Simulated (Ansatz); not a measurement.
# Geometry relaxation of WH2Cl3F3 (part 1 of 2)

WH2Cl3F3, computed with RKS BHLYP-D4/def2-SVP (Ansatz 0.2.0).

The input holds or restrains some coordinates. It belongs to a series of runs on one base structure; here: pulled along the bonds that form and break, towards end A.

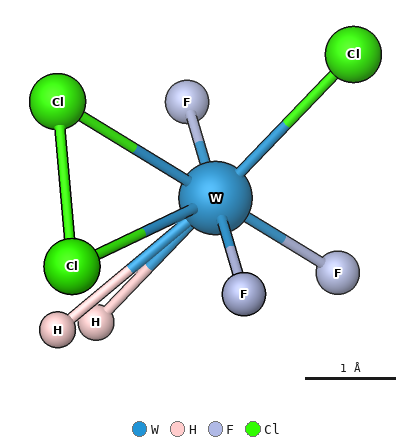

The input geometry (ball-and-stick view, seen at a tilt). Sticks mark near contacts. Bond lengths as drawn: Cl–Cl 2.04 Å, Cl–W 2.39 to 2.69 Å, F–W 1.85 Å and H–W 2.07 to 2.32 Å.

Input:
```yaml
crystal:
  periodic: [false, false, false]
  atoms:
    - { symbol: W, position_ang: [0.0, 0.0, 0.0] }
    - { symbol: H, position_ang: [0.0, 0.0, 2.07] }
    - { symbol: F, position_ang: [1.85, 0.0, 0.0] }
    - { symbol: Cl, position_ang: [0.0, 2.39, 0.0] }
    - { symbol: F, position_ang: [-1.85, 0.0, 0.0] }
    - { symbol: F, position_ang: [0.0, -1.85, 0.0] }
    - { symbol: Cl, position_ang: [0.0, 0.0, -2.39] }
    - { symbol: Cl, position_ang: [1.7678, 1.8416, 0.8482] }
    - { symbol: H, position_ang: [0.7133, 0.743, 2.0759] }
basis:
  gaussian: { orbitals: def2-SVP }
hamiltonian:
  xc: { name: BHLYP }
  dispersion: d4
relax:
  f_tol: 0.15
  max_steps: 25
  restrain:
    - { distance: [0, 7], at: 3.59, k: 30.0 }
    - { distance: [8, 1], at: 1.86, k: 30.0 }
    - { distance: [0, 1], at: 1.72, k: 30.0 }
    - { distance: [8, 7], at: 1.37, k: 30.0 }
output:
  orbitals: {}
```

Machine: 4 threads of AMD EPYC (Zen 3), 24 GiB of memory available, shared host.

Launch command:
```bash
ansatz run input.yaml --threads 4 --pin off --max-ram 5120MiB --backend cpu --events-out ev --progress --plain --runs-dir out
```

The program's output:
```
The last accepted step is kept in [file] (removed where the run ends without a failure and the disk answers)
Engine: ansatz 0.2.0, x86_64-unknown-linux-gnu
Functional definition: BHLYP
  parameter a = 0.5
  exchange = (1 - a)*b88_x + a*exact_x
  correlation = lyp_c
1397 factors; integrals over basis functions are off by at most 3.3e-4 eV
mean field evaluation 1: about -47532.1258 eV, gradient 7.9e1 eV
mean field evaluation 2: about -47321.2113 eV, gradient 2.8e2 eV
mean field evaluation 4: about -47540.4826 eV, gradient 5.3e1 eV
mean field evaluation 8: about -47547.4737 eV, gradient 4.2e0 eV
mean field evaluation 16: about -47547.8156 eV, gradient 5.1e-1 eV
mean field evaluation 32: about -47548.5896 eV, gradient 2.4e-1 eV
mean field -47548.64109849 eV, -1747.3803307428 hartree, gradient 2.7e-5 eV, S^2 0.000000; 2 other end points of the search recorded, 0 dependent functions left out
the calculation of the forces begins
reference -47548.64131702 eV, -1747.3803387737 hartree; 47, 47 occupied and 91, 91 virtual orbitals, 1397 factors
relax step   1: F+E_penalty+E_count = -47549.18818038 eV  Δ(F+E_penalty+E_count) = +0.000e0 eV  max|allowed force component| = 7.543e0 eV/Å  E_restraint = 29.47333554 eV  max|allowed force component, restraints' pulls added| = 2.473e1 eV/Å  Δτ_max = 0.0000 Å  (224 SCF iters, accepted)
  distance W 0 - Cl 7 = 2.6900 Å
  distance H 8 - H 1 = 1.0300 Å
  distance W 0 - H 1 = 2.0700 Å
  distance H 8 - Cl 7 = 1.9561 Å
these checks for a lower state are left out or cut short: starts, cluster_reference, orbital_swaps, neighbouring_geometries, increment
1397 factors; integrals over basis functions are off by at most 4.8e-4 eV
mean field evaluation 64: about -47549.1552 eV, gradient 2.2e-4 eV
mean field -47549.15523412 eV, -1747.3992248791 hartree, gradient 1.8e-5 eV, S^2 0.000000; 1 other end points of the search recorded, 0 dependent functions left out
[... from here on the field's lines of each further geometry are left out, up to the last ...]
relax step   2: F+E_penalty+E_count = -47549.67998263 eV  Δ(F+E_penalty+E_count) = -4.918e-1 eV  max|allowed force component| = 3.948e0 eV/Å  E_restraint = 13.89028763 eV  max|allowed force component, restraints' pulls added| = 1.741e1 eV/Å  Δτ_max = 0.1949 Å  (189 SCF iters, accepted)
relax step   3: F+E_penalty+E_count = -47550.06417495 eV  Δ(F+E_penalty+E_count) = -3.842e-1 eV  max|allowed force component| = 5.023e0 eV/Å  E_restraint = 8.53350386 eV  max|allowed force component, restraints' pulls added| = 1.539e1 eV/Å  Δτ_max = 0.0975 Å  (157 SCF iters, accepted)
relax step   4: F+E_penalty+E_count = -47551.48315858 eV  Δ(F+E_penalty+E_count) = -1.419e0 eV  max|allowed force component| = 5.660e0 eV/Å  E_restraint = 3.37063162 eV  max|allowed force component, restraints' pulls added| = 1.207e1 eV/Å  Δτ_max = 0.1462 Å  (111 SCF iters, accepted)
relax step   5: F+E_penalty+E_count = -47553.75867764 eV  Δ(F+E_penalty+E_count) = -2.276e0 eV  max|allowed force component| = 4.438e0 eV/Å  E_restraint = 0.69465439 eV  max|allowed force component, restraints' pulls added| = 6.177e0 eV/Å  Δτ_max = 0.1949 Å  (57 SCF iters, accepted)
relax step   6: F+E_penalty+E_count = -47555.32375257 eV  Δ(F+E_penalty+E_count) = -1.565e0 eV  max|allowed force component| = 1.953e0 eV/Å  E_restraint = 0.06180007 eV  max|allowed force component, restraints' pulls added| = 2.062e0 eV/Å  Δτ_max = 0.1949 Å  (46 SCF iters, accepted)
relax step   7: F+E_penalty+E_count = -47555.97774162 eV  Δ(F+E_penalty+E_count) = -6.540e-1 eV  max|allowed force component| = 1.199e0 eV/Å  E_restraint = 0.04132737 eV  max|allowed force component, restraints' pulls added| = 1.077e0 eV/Å  Δτ_max = 0.2000 Å  (46 SCF iters, accepted)
relax step   8: F+E_penalty+E_count = -47556.12379398 eV  Δ(F+E_penalty+E_count) = -1.461e-1 eV  max|allowed force component| = 1.191e0 eV/Å  E_restraint = 0.04130599 eV  max|allowed force component, restraints' pulls added| = 4.545e-1 eV/Å  Δτ_max = 0.1999 Å  (42 SCF iters, accepted)
relax step   9: F+E_penalty+E_count = -47556.18727863 eV  Δ(F+E_penalty+E_count) = -6.348e-2 eV  max|allowed force component| = 1.223e0 eV/Å  E_restraint = 0.03686784 eV  max|allowed force component, restraints' pulls added| = 2.593e-1 eV/Å  Δτ_max = 0.1993 Å  (41 SCF iters, accepted)
relax step  10: F+E_penalty+E_count = -47556.22412757 eV  Δ(F+E_penalty+E_count) = -3.685e-2 eV  max|allowed force component| = 1.166e0 eV/Å  E_restraint = 0.03819827 eV  max|allowed force component, restraints' pulls added| = 1.332e-1 eV/Å  Δτ_max = 0.1537 Å  (39 SCF iters, accepted)
relax step  11: F+E_penalty+E_count = -47556.26392907 eV  Δ(F+E_penalty+E_count) = -3.980e-2 eV  max|allowed force component| = 1.091e0 eV/Å  E_restraint = 0.10973506 eV  max|allowed force component, restraints' pulls added| = 1.164e0 eV/Å  Δτ_max = 0.1927 Å  (44 SCF iters, rejected (line search))
relax step  12: F+E_penalty+E_count = -47556.25030465 eV  Δ(F+E_penalty+E_count) = -2.618e-2 eV  max|allowed force component| = 1.059e0 eV/Å  E_restraint = 0.04338391 eV  max|allowed force component, restraints' pulls added| = 2.202e-1 eV/Å  Δτ_max = 0.0951 Å  (42 SCF iters, accepted)
relax step  13: F+E_penalty+E_count = -47556.26870959 eV  Δ(F+E_penalty+E_count) = -1.840e-2 eV  max|allowed force component| = 1.041e0 eV/Å  E_restraint = 0.04186863 eV  max|allowed force component, restraints' pulls added| = 1.986e-1 eV/Å  Δτ_max = 0.1000 Å  (41 SCF iters, accepted)
relax step  14: F+E_penalty+E_count = -47556.28343735 eV  Δ(F+E_penalty+E_count) = -1.473e-2 eV  max|allowed force component| = 1.088e0 eV/Å  E_restraint = 0.03167572 eV  max|allowed force component, restraints' pulls added| = 3.561e-1 eV/Å  Δτ_max = 0.1459 Å  (42 SCF iters, accepted)
relax step  15: F+E_penalty+E_count = -47556.29895693 eV  Δ(F+E_penalty+E_count) = -1.552e-2 eV  max|allowed force component| = 1.170e0 eV/Å  E_restraint = 0.02894567 eV  max|allowed force component, restraints' pulls added| = 5.874e-1 eV/Å  Δτ_max = 0.1620 Å  (43 SCF iters, accepted)
relax step  16: F+E_penalty+E_count = -47556.32688466 eV  Δ(F+E_penalty+E_count) = -2.793e-2 eV  max|allowed force component| = 1.271e0 eV/Å  E_restraint = 0.02835389 eV  max|allowed force component, restraints' pulls added| = 7.312e-1 eV/Å  Δτ_max = 0.1287 Å  (41 SCF iters, accepted)
relax step  17: F+E_penalty+E_count = -47556.40581473 eV  Δ(F+E_penalty+E_count) = -7.893e-2 eV  max|allowed force component| = 1.321e0 eV/Å  E_restraint = 0.02469790 eV  max|allowed force component, restraints' pulls added| = 6.786e-1 eV/Å  Δτ_max = 0.2000 Å  (44 SCF iters, accepted)
relax step  18: F+E_penalty+E_count = -47556.38971713 eV  Δ(F+E_penalty+E_count) = +1.610e-2 eV  max|allowed force component| = 1.819e0 eV/Å  E_restraint = 0.00787468 eV  max|allowed force component, restraints' pulls added| = 1.326e0 eV/Å  Δτ_max = 0.1955 Å  (45 SCF iters, accepted)
relax step  19: F+E_penalty+E_count = -47556.41787874 eV  Δ(F+E_penalty+E_count) = -2.816e-2 eV  max|allowed force component| = 1.806e0 eV/Å  E_restraint = 0.01168743 eV  max|allowed force component, restraints' pulls added| = 1.074e0 eV/Å  Δτ_max = 0.1934 Å  (42 SCF iters, accepted)
relax step  20: F+E_penalty+E_count = -47556.49516664 eV  Δ(F+E_penalty+E_count) = -7.729e-2 eV  max|allowed force component| = 1.363e0 eV/Å  E_restraint = 0.03117399 eV  max|allowed force component, restraints' pulls added| = 4.789e-1 eV/Å  Δτ_max = 0.1995 Å  (44 SCF iters, accepted)
the calculation of the forces begins
reference -47556.04901367 eV, -1747.6525666046 hartree; 47, 47 occupied and 91, 91 virtual orbitals, 1401 factors
relax step  21: F+E_penalty+E_count = -47556.50195024 eV  Δ(F+E_penalty+E_count) = -6.784e-3 eV  max|allowed force component| = 1.348e0 eV/Å  E_restraint = 0.03314162 eV  max|allowed force component, restraints' pulls added| = 1.197e-1 eV/Å  Δτ_max = 0.0776 Å  (41 SCF iters, accepted)
  distance W 0 - Cl 7 = 3.5903 Å
  distance H 8 - H 1 = 1.8647 Å
  distance W 0 - H 1 = 1.7048 Å
  distance H 8 - Cl 7 = 1.3258 Å
1401 factors; integrals over basis functions are off by at most 1.0e-3 eV
mean field evaluation 256: about -47556.0488 eV, gradient 3.2e-3 eV
```

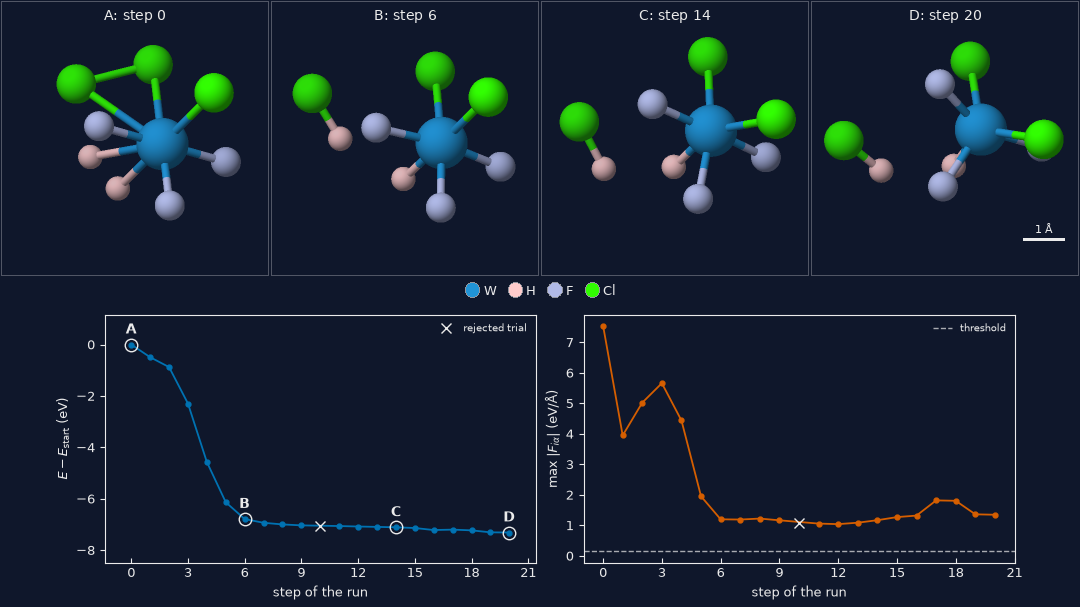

Frames of the restrained relaxation (ball-and-stick view, seen at a tilt) above the curves, on which the letters mark them (the first geometry is step 0 here and step 1 in the log).

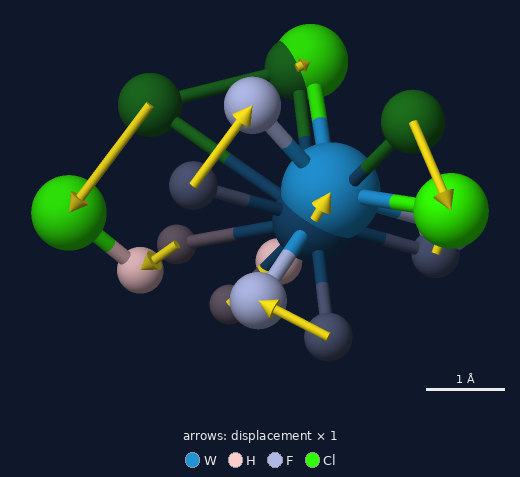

Start (faint) and end (solid) with the displacements as yellow arrows, at true length (ball-and-stick view, seen at a tilt). The two geometries are laid on each other by the best rigid fit. The energy falls by 7.314 eV in 20 geometry steps. Largest force component: 7.5 eV/Å at the start, 1.3 eV/Å at the end. The line search rejected the trial step at point 10 (counted from 0) and went back. The atom that moves furthest after the best rigid fit is Cl8 (1.77 Å). By element the largest moves are Cl 1.77 Å, F 1.31 Å, H 0.87 Å, W 0.43 Å. Among the contacts that change: Cl4–Cl8 2.036 → 3.679 Å, W1–Cl8 2.690 → 3.590 Å, W1–H9 2.317 → 3.216 Å, Cl8–H9 1.956 → 1.326 Å. New bonds form: Cl8–H9 (1.96 → 1.33 Å). Bonds break: Cl4–Cl8 (2.04 → 3.68 Å), W1–Cl8 (2.69 → 3.59 Å). Among the angles that change: H2–W1–Cl7 180.0° → 139.7°, Cl4–W1–Cl7 90.0° → 130.0°, Cl4–W1–F6 180.0° → 141.0°. (Atoms are counted from 1 in the order of the input.)

```
mean field -47556.04879126 eV, -1747.6525584312 hartree, gradient 2.6e-5 eV, S^2 0.000000; 1 other end points of the search recorded, 0 dependent functions left out
the calculation of the forces begins
reference -47556.04901367 eV, -1747.6525666046 hartree; 47, 47 occupied and 91, 91 virtual orbitals, 1401 factors
Total energy: -47556.50217265 eV, -1747.6692198898 hartree
Atom 0 at    -0.045407     0.160893    -0.358150 Å, force    -0.187771    -0.080013     0.463345 eV/Å
Atom 1 at    -0.282255     0.308604     1.323682 Å, force    -0.073099    -0.080804    -0.595087 eV/Å
Atom 2 at     1.550266     0.573151    -1.180299 Å, force     0.027604     0.035602     0.018846 eV/Å
Atom 3 at    -0.228412     2.428979    -0.201707 Å, force    -0.004505    -0.015331    -0.031063 eV/Å
Atom 4 at    -1.893905     0.205531    -0.207929 Å, force     0.056302     0.038517     0.019553 eV/Å
Atom 5 at     0.842940    -1.262841     0.411634 Å, force     0.001991     0.066283    -0.009864 eV/Å
Atom 6 at    -0.593372    -1.250521    -2.091551 Å, force     0.003835    -0.011296    -0.045188 eV/Å
Atom 7 at     2.177599     1.163286     2.276892 Å, force    -1.172655    -0.369377     0.377585 eV/Å
Atom 8 at     0.953644     0.797516     2.631529 Å, force     1.348297     0.416420    -0.198127 eV/Å
Dipole moment:    -0.165815     0.095014     0.265915 e Å
```

Trajectory as extended XYZ (Å, eV, eV/Å), 21 frames, from step=1 to step=21:
```
9
Properties=species:S:1:pos:R:3:forces:R:3 step=1 energy=-47549.18818
W     0.0000    0.0000    0.0000   -1.2059  -2.7686  -2.2064
H     0.0000    0.0000    2.0700    2.2793   1.9029   0.5956
F     1.8500    0.0000    0.0000    0.7955  -6.0063  -2.4061
Cl    0.0000    2.3900    0.0000   -1.0910   3.3136  -0.7170
F    -1.8500    0.0000    0.0000    0.1588   0.8321   0.6182
F     0.0000   -1.8500    0.0000    0.2281  -1.7020   0.1076
Cl    0.0000    0.0000   -2.3900   -0.0615  -0.0068   1.0517
Cl    1.7678    1.8416    0.8482    2.1078   7.5425   3.2936
H     0.7133    0.7430    2.0759   -3.2111  -3.1073  -0.3371
9
Properties=species:S:1:pos:R:3:forces:R:3 step=2 energy=-47549.67998
W    -0.0784   -0.1038    0.0029    1.6989   2.6260  -3.1458
H    -0.0733   -0.0808    1.9975    1.7832   1.5014  -0.0523
F     1.8358   -0.0319   -0.0091   -1.7330  -2.8296  -1.1133
Cl    0.0011    2.4081    0.0004   -1.5833   0.0250  -0.7860
F    -1.8689    0.0043    0.0058   -1.3723   0.3434   0.7978
F    -0.0001   -1.8885    0.0009    0.0747  -3.4961   0.4258
Cl   -0.0012   -0.0009   -2.3806   -0.0175  -0.4300   0.8294
Cl    1.8285    1.9434    0.9827    2.6885   3.9482   3.9454
H     0.8375    0.8748    2.0038   -1.5392  -1.6885  -0.9009
9
Properties=species:S:1:pos:R:3:forces:R:3 step=3 energy=-47550.06417
W    -0.1123   -0.1398   -0.0018    3.1703   3.7481  -2.7983
H    -0.1079   -0.1194    1.9582    1.1197   1.0370  -0.6536
F     1.8233   -0.0443   -0.0133   -2.4590  -2.0239  -0.7471
Cl   -0.0026    2.4064   -0.0008   -2.7408  -0.8320  -1.5009
F    -1.8810    0.0055    0.0100   -2.0320   0.1686   0.7662
F    -0.0002   -1.9106    0.0031    0.0447  -3.3094   0.4135
Cl   -0.0014   -0.0034   -2.3765   -0.0603  -0.4166   0.8280
Cl    1.8625    1.9886    1.0539    2.6529   1.5310   5.0230
H     0.9007    0.9415    1.9712    0.3045   0.0972  -1.3309
9
Properties=species:S:1:pos:R:3:forces:R:3 step=4 energy=-47551.48316
W    -0.1445   -0.1710   -0.0101    4.2235   4.6866  -2.2766
H    -0.1480   -0.1608    1.8896    0.3814   0.4609  -1.3772
F     1.7963   -0.0565   -0.0175   -2.9671  -1.5226  -0.4027
Cl   -0.0421    2.3898   -0.0233   -3.5486  -2.0631  -1.8896
F    -1.9021    0.0053    0.0171   -2.2438  -0.1983   0.6080
F     0.0000   -1.9356    0.0071   -0.1321  -2.4868   0.3919
Cl   -0.0025   -0.0071   -2.3690   -0.1323  -0.3576   0.8096
Cl    1.9249    2.0180    1.1776    2.0175  -0.8000   5.6604
H     0.9990    1.0426    1.9328    2.4016   2.2808  -1.5237
9
Properties=species:S:1:pos:R:3:forces:R:3 step=5 energy=-47553.75868
W    -0.1617   -0.1743   -0.0322    3.6213   4.4382  -1.9647
H    -0.1678   -0.1764    1.7845    0.2379   0.3247  -1.0567
F     1.7464   -0.0759   -0.0195   -2.5196  -0.9676  -0.0158
Cl   -0.1242    2.3350   -0.0667   -2.2176  -2.5769  -0.9232
F    -1.9321   -0.0046    0.0258   -1.6310  -0.4921   0.3725
F    -0.0056   -1.9532    0.0148   -0.3110  -1.4735   0.3692
Cl   -0.0058   -0.0127   -2.3591   -0.2147  -0.3632   0.3964
Cl    2.0214    2.0377    1.3457    0.8913  -0.8956   3.5874
H     1.1103    1.1489    1.9108    2.1435   2.0061  -0.7650
```
